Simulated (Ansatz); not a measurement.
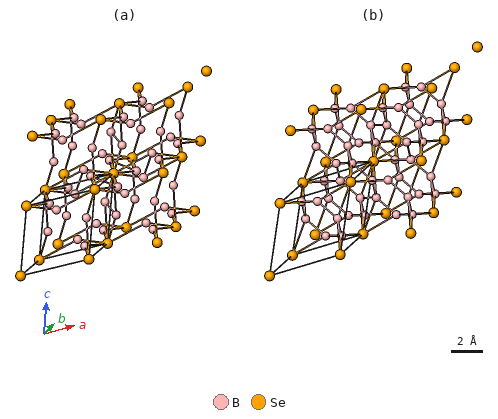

The structure of crystalline B₆Se (a generated structure, set up in R-3) (coarse preliminary run) before (left) and after (right) a relaxation, at one scale.

The picture is a ball-and-stick view of the cell of the calculation, repeated 2 × 2 × 2 with one cell outlined, seen slightly off an axis.

These are results of DFT PBE, scalar-relativistic, plane waves, PAW in Ansatz 0.2.0, not measurements.

The input:
```yaml
crystal:
  lattice:
    - [2.6528215, 1.53160721, 3.35095198]
    - [-2.6528215, 1.53160721, 3.35095198]
    - [0.0, -3.06321441, 3.35095198]
  atoms:
    - { symbol: B, position: [0.4157399, 0.14013048, 0.81313237] }
    - { symbol: B, position: [0.81313237, 0.4157399, 0.14013048] }
    - { symbol: B, position: [0.14013048, 0.81313237, 0.4157399] }
    - { symbol: B, position: [0.5842601, 0.85986952, 0.18686763] }
    - { symbol: B, position: [0.18686763, 0.5842601, 0.85986952] }
    - { symbol: B, position: [0.85986952, 0.18686763, 0.5842601] }
    - { symbol: Se, position: [0.0, 0.0, 0.0] }
basis:
  ecutwfc: 420
kpoints:
  mp_grid: { grid: [6, 6, 6] }
hamiltonian:
  xc: pbe
scf:
  occupations: { method: gaussian, width: 0.1 }
  lower_state_search: "off"
output:
  forces: true
  stress: true
  eigenvalues: true
relax:
  adjacent_minimum: "off"
  f_tol: 0.04
  max_steps: 70
  cell: { stress_tol: 0.4 }
```

Launched with:
```bash
ansatz run input.yaml --threads 1 --pin off --max-ram 2560MiB --backend cpu --events-out ev --progress --plain --runs-dir out
```

Q: What changed between the two?

A: The energy falls by 897 meV per atom in 7 accepted moves (8 points after the start). Largest force component: 3.7 eV/Å at the start, 0.0032 eV/Å at the end. Pressure: −6.31 GPa at the start and 0.19 GPa at the end. At 1 point the geometry stayed and the basis and grid were re-selected for the new cell (energy shift of 1.4 meV per atom at most each time). The largest moves relative to the cell, 0.52 Å, are those of B1, B2, B3, B4, B5 and B6. B1 goes along [3 1 1]. Se stays in place. The drawn cell changes as follows: a = b = c 4.540 → 4.770 Å (+5.1 %), α 71.5° → 64.8°, β 71.5° → 64.8°, γ 71.5° → 64.8°; the volume changes by +3.9 %. Among the contacts that change: B1–Se7 2.023 → 2.533 Å, B1–Se7 (another image) 2.859 → 2.535 Å, B1–B5 1.998 → 1.701 Å, B1–B4 1.980 → 1.712 Å. Among the angles between lasting bonds that change: B4–B1–Se7 91.2° → 70.3°, B1–Se7–B2 86.5° → 71.4°, B1–Se7–B5 93.5° → 108.6°. The space group (tolerance 0.01 Å) goes from R-3 (No. 148) to R-3m (No. 166).
